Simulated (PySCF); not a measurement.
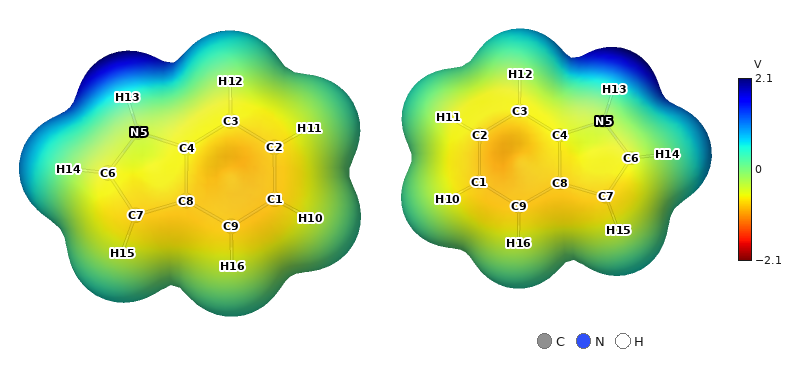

*C8H7N, SMILES `c1ccc2[nH]ccc2c1`. Electrostatic potential on the surface of electron density 0.001 a.u. (back view left, front view right).*

Level of theory: BP86/6-311G** (PySCF), at a geometry from GFN2-xTB. No frequency check shows the geometry to be a minimum.

Question: Where are the extremes of the potential on the surface?

Answer: Highest: 2.02 V, 1.2 Å from H13. Further maxima include 0.52 V, 1.3 Å from H15; 0.42 V, 1.4 Å from H11. Lowest: −0.98 V, off the molecular plane, over C1 (2.1 Å), and at like points elsewhere. The surface is sampled at points, so like sites can differ by a few per cent and only the strongest of them is named.

Question: What volume does the surface enclose, and what is the dipole moment?

Answer: About 156 Å³; the dipole moment is 2.3 D.

Run time: 66 s on 1 thread of Arm Neoverse V1, on a shared host, peak memory 0.71 GiB.
